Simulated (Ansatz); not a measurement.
Electronic density of states of amorphous Si24O50Zr, density 2.31 g/cm³, on a 2×2×2 Γ-centred mesh with a Gaussian width of 0.1 eV; energies count from the Fermi level, whose place inside the gap is arbitrary. Cell and mesh are small, so fine structure isn't converged. Method: PBE, scalar-relativistic without spin-orbit coupling (plane waves to 420 eV, PAW; Ansatz, a first-principles code). Sampling: a 2×2×2 Γ-centred mesh; Fermi-Dirac width 0.02 eV; no spin polarisation. At PBE the levels at the filled edge of the gap are localised (band-tail or defect states), and the nearest spread-out levels lie 4.9 eV apart at the zone centre.

It comes from a melt-quench run on a machine-learned potential (CHGNet), relaxed afterwards by DFT. O atoms were pushed apart under 1.9 Å during the dynamics, to hinder bonds among them. The hot cell started wider than the set density and was brought back towards it in steps. It is the lowest in DFT energy of 2 quenches. It is a model cell: composition and starting density were chosen by hand, and all elements were melted together. No dispersion term was used. Its density started from a set value of 2.31 and ended at 2.31 g/cm³. Cooling (nominally 320 K/ps over its main leg) ran many orders faster than in experiment, which tends to leave more defects and strain. One small periodic cell is one sample of the glass; other quenches scatter about these values. The volume was held where the preparation left it, at a PBE pressure of 0.3 GPa. Stress components on the final sampling reach 2.2 GPa.

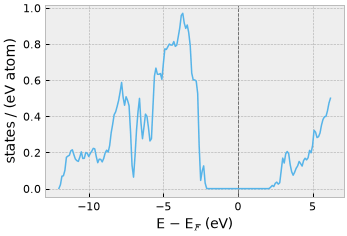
Figure. Density of states per atom

The level gap on this mesh is 4.61 eV; the broadening fills part of it in the curve.
